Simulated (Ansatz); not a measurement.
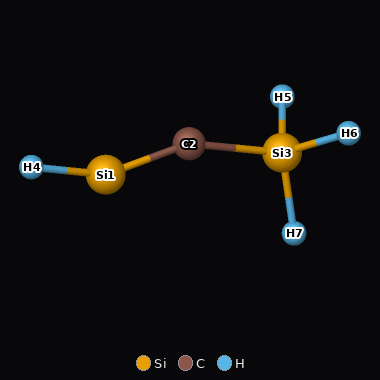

The system is CH₄Si₂, SMILES [SiH]#C[SiH3]; the picture shows the reference structure. The first coordinate is: angle Si1–C2–Si3 (carried through 180); the second: change of the bonds C2–Si1, C2–Si3, all alike. Nothing is relaxed (all other coordinates rigid). The scan uses an 11 × 11 grid. Points are written as (first, second). All energies are given in kJ/mol relative to the relaxed molecule at the same level. The restricted reference is unstable at some or all points, so the energies there are unreliable. Method: RHF-MP2, frozen core/def2-TZVP (Ansatz).

Its coordinates:

```xyz
7

Si   -1.5814   -1.3329   -0.6787
C    -0.6133   -0.0994   -0.2156
Si    0.9339    0.6731    0.3875
H    -2.8224   -1.9466   -1.1608
H     1.4132    1.6580   -0.6072
H     0.6693    1.3761    1.6622
H     2.0005   -0.3282    0.6126
```

Range: angle Si1–C2–Si3 (carried through 180) from 137.7 to 222.3°; change of the bonds C2–Si1, C2–Si3, all alike from −0.191 to 0.295 Å.

> What landscape does the calculation give?

The lowest grid point is at (154.6°, 0.003 Å), 0.04 kJ/mol from the relaxed molecule at the same level. It is the only kind of minimum in the scanned range. The highest grid point, (222.3°, 0.295 Å), lies 263 kJ/mol above the lowest.

| second ↓, first → | 137.7 | 146.2 | 154.6 | 163.1 | 171.5 | 180.0 | 188.5 | 196.9 | 205.4 | 213.8 | 222.3 |
| --- | --- | --- | --- | --- | --- | --- | --- | --- | --- | --- | --- |
| 0.295 | 171 | 187 | 203 | 219 | 234 | 246 | 253 | 253 | 237 | 219 | 263 |
| 0.246 | 124 | 135 | 148 | 160 | 170 | 179 | 183 | 180 | 166 | 161 | 197 |
| 0.198 | 84 | 91 | 100 | 108 | 116 | 122 | 125 | 124 | 119 | 122 | 145 |
| 0.149 | 50 | 54 | 59 | 65 | 71 | 76 | 79 | 81 | 82 | 89 | 105 |
| 0.101 | 25 | 26 | 28 | 32 | 37 | 41 | 45 | 49 | 55 | 63 | 77 |
| 0.052 | 9 | 7 | 8 | 10 | 13 | 18 | 22 | 28 | 36 | 45 | 58 |
| 0.003 | 5 | 1 | 0 | 1 | 3 | 7 | 12 | 19 | 28 | 38 | 51 |
| −0.045 | 16 | 10 | 7 | 7 | 8 | 12 | 17 | 25 | 34 | 46 | 59 |
| −0.094 | 45 | 38 | 33 | 31 | 32 | 35 | 41 | 49 | 59 | 71 | 86 |
| −0.142 | 97 | 87 | 81 | 78 | 78 | 81 | 86 | 94 | 105 | 118 | 134 |
| −0.191 | 178 | 166 | 159 | 155 | 154 | 156 | 161 | 169 | 181 | 195 | 211 |

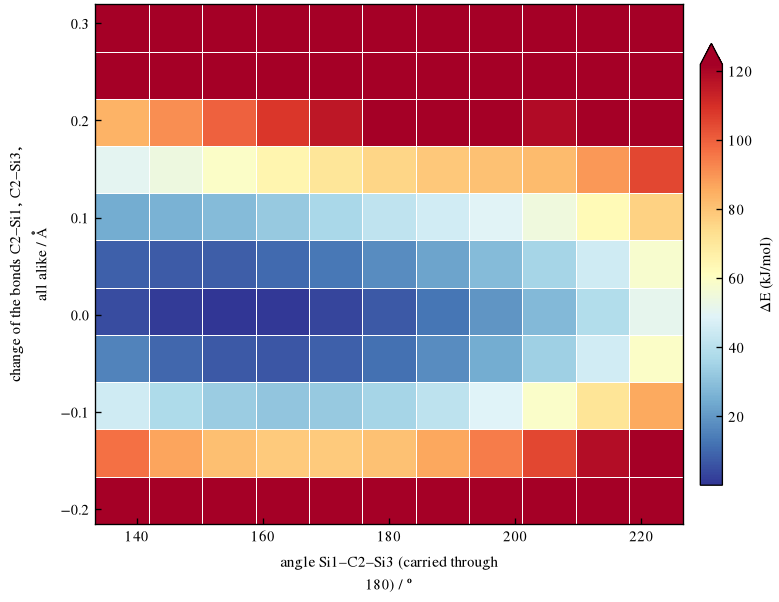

The picture shows one coloured cell a grid point, one colour for all values above the top of the scale.

Each point was launched as `ansatz run input.yaml --threads 1 --pin off --max-ram 2560MiB --backend cpu --events-out ev --progress --plain --runs-dir out`. Time for the 121 points that were run: 9.8 min on 1 thread of Intel(R) Xeon(R) 6975P-C (Granite Rapids) (shared host).
